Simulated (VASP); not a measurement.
Band structure of BAs (zinc blende). Method: vdW-DF-cx, VASP's PBE PAW potentials (set 64) (plane waves; VASP).

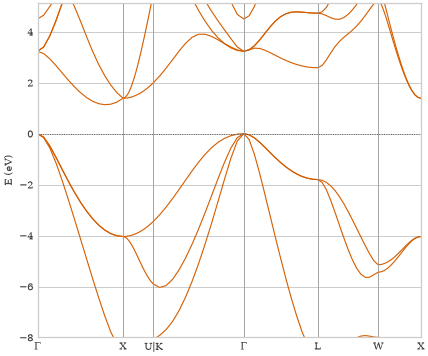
Bands along high-symmetry lines, zero at the valence-band maximum or, without a gap, the Fermi level

**Question.** Read the plot: is there a gap, and where are the band edges?

**Answer.** The gap is indirect, 1.14 eV, from the valence maximum at Γ to the conduction minimum at Γ-X at 0.79. (Edges off the drawn lines would not show.)

Measured: gap 1.82 eV (computed value off by -0.68 eV), as given by Wikipedia, List of semiconductor materials.

The compound is BAs in the zinc blende structure. It was relaxed first.
